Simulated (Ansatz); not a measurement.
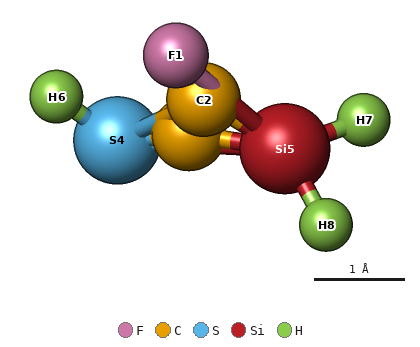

*The input geometry (ball-and-stick view, seen at a tilt; atoms are numbered from 1 in the order of the input).*

C2H3FSSi: single-point calculation

- system: C2H3FSSi
- method: RKS PBE0, rpa/def2-mTZVPP (Ansatz 0.2.0)

Some settings of this run were made unusual or wrong on purpose. The geometry comes from this level: PBE0-D4/def2-TZVP.

## The input
```yaml
crystal:
  periodic: [false, false, false]
  atoms:
    - {symbol: F, position_ang: [1.057637, 0.956555, 0.017860]}
    - {symbol: C, position_ang: [0.479221, 0.335376, 0.013466]}
    - {symbol: C, position_ang: [-0.351327, 0.146648, -0.031324]}
    - {symbol: S, position_ang: [-1.226148, 0.668238, -0.113075]}
    - {symbol: Si, position_ang: [0.328443, -0.773893, 0.041570]}
    - {symbol: H, position_ang: [-0.974989, 1.563777, -0.127000]}
    - {symbol: H, position_ang: [0.464645, -1.513217, -0.665961]}
    - {symbol: H, position_ang: [0.441721, -1.453829, 0.794764]}
basis:
  gaussian: {orbitals: def2-mTZVPP}
hamiltonian: {xc: {name: PBE0}}
correlation: {method: rpa}
scf: {lower_state_search: full}
```

Hardware: 2 threads of Arm Neoverse V1, 23 GiB of memory available, shared host.

Launched with:
```bash
ansatz run in.yaml --threads 2 --pin off --events-out ev --progress --plain --max-ram 4352MiB
```

## Output
```
Functional definition: PBE0
  name "PBE0"
  cite "Adamo & Barone, J. Chem. Phys. 110, 6158 (1999) doi:10.1063/1.478522"
  cite "Perdew, Burke & Ernzerhof, Phys. Rev. Lett. 77, 3865 (1996) doi:10.1103/PhysRevLett.77.3865"
  parent pbe
  parameter a = 0.25
  parameter kappa = 0.804
  parameter beta = 0.06672455060314922
  exchange = (1 - a)*pbe_x(kappa = kappa, mu = beta*pi^2/3) + a*exact_x
  correlation = pbe_c(beta = beta)
1185 factors; integrals over basis functions are off by at most 8.6e-4 eV
mean field evaluation 1: about -23382.9216 eV, gradient 1.7e2 eV
mean field evaluation 2: about -23383.2418 eV, gradient 1.7e2 eV
mean field evaluation 4: about -23428.9690 eV, gradient 2.5e1 eV
mean field evaluation 8: about -23430.6645 eV, gradient 9.9e-1 eV
mean field evaluation 16: about -23430.6983 eV, gradient 1.8e-4 eV
mean field -23430.69827359 eV, -861.0622796568 hartree, gradient 5.4e-6 eV, S^2 0.000000; 0 other end points of the search recorded, 0 dependent functions left out
13 core orbitals not correlated: weight in the atoms' cores, before any rotation towards them, 0.996 or more for the frozen orbitals, at most 0.002 for the correlated occupied ones
reference -23381.47912498 eV, -859.2535093072 hartree; 14, 14 occupied and 104, 104 virtual orbitals, 1185 factors
Total energy: -23409.09178217 eV, -860.2682557423 hartree
```

## Outcome

```tsv
quantity	value
outcome	converged
total energy	−23409.0918 eV
mean-field energy	−23381.4791 eV
SCF solution under orbital rotations	stable
wall time	4.9 s (CPU time 9.5 s)
peak memory	0.36 GiB
```

A setting was made wrong on purpose: squeeze. The run converged all the same; its numbers are those of the faulty input and shouldn't be used.
